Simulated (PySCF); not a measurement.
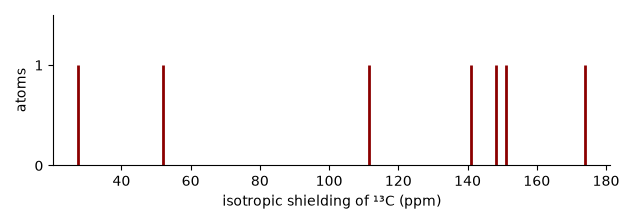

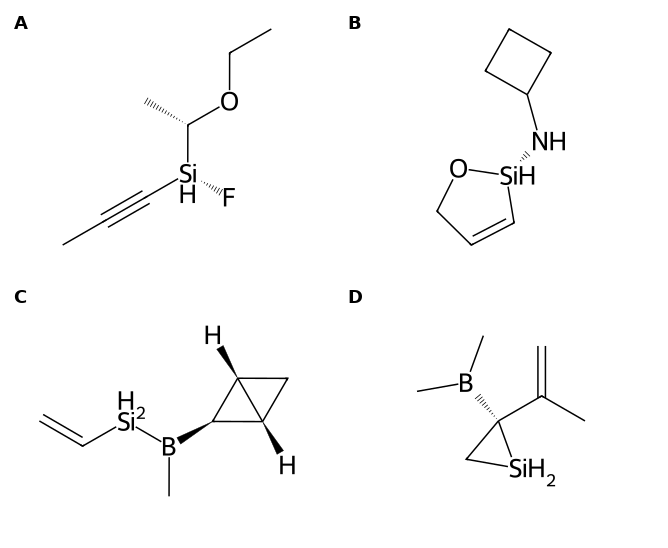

The sticks are computed shieldings of one of the molecules, for one fixed geometry (GFN2-xTB) without averaging over rotations. Low shielding means a high chemical shift. Method: GIAO PBE0/pcSseg-1 NMR shielding, non-relativistic, gas phase (PySCF 2.14.0).

**Which molecule gives this pattern?**

B, `C1=C[Si@@H](NC2CCC2)OC1`. Its 7 C atoms give lines at 27.6, 52.1, 111.7, 140.9, 148.2, 151.2, 173.9 ppm.

The geometry is semi-empirical. Around B, Si such bond lengths and angles can be off by a tenth of an ångström or more and by several degrees, and values that hang on the shape move with them.
